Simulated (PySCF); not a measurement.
Sn(Cl)(Br)(Et)2, SMILES C[CH2][Sn]([Cl])([Br])[CH2]C at its GFN2-xTB optimised geometry (Å):

```
17

C     -3.1805    -1.3196    -1.3722
C     -1.7352    -1.6969    -1.5562
Sn    -0.3901    -0.6959     0.0000
Cl    -1.0857    -1.4654     2.1180
Br    -1.0587     1.7373     0.0000
C      1.8973    -0.6959     0.0000
C      2.4562     0.1810     1.0882
H     -3.5460    -1.6240    -0.3934
H     -3.7845    -1.8209    -2.1295
H     -3.3290    -0.2467    -1.4810
H     -1.3520    -1.3837    -2.5242
H     -1.5708    -2.7629    -1.4244
H      2.1793    -1.7373     0.1284
H      2.1922    -0.3554    -0.9896
H      3.5460     0.1494     1.0545
H      2.1468     1.2171     0.9625
H      2.1391    -0.1603     2.0716
```

Calculation: PBE0/def2-SVP, def2 effective core potentials past Kr (PySCF). The core electrons that the potentials of Sn replace are not part of the density. Cells within 0.4 Å of a nucleus heavier than hydrogen are left out (blank, or x).

Map of the electrostatic potential (hartree/e), clipped to [-0.08, 0.12] on the plane z = 0.0 Å:

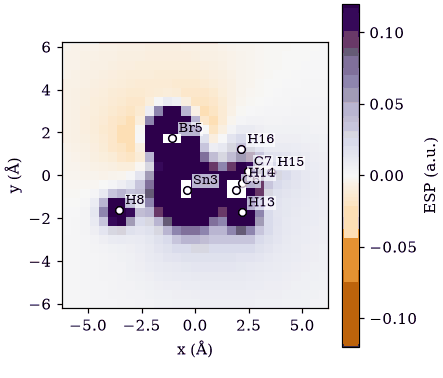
Fig. 1. Electrostatic potential (hartree/e), clipped to [-0.08, 0.12] on the plane z = 0.0 Å.
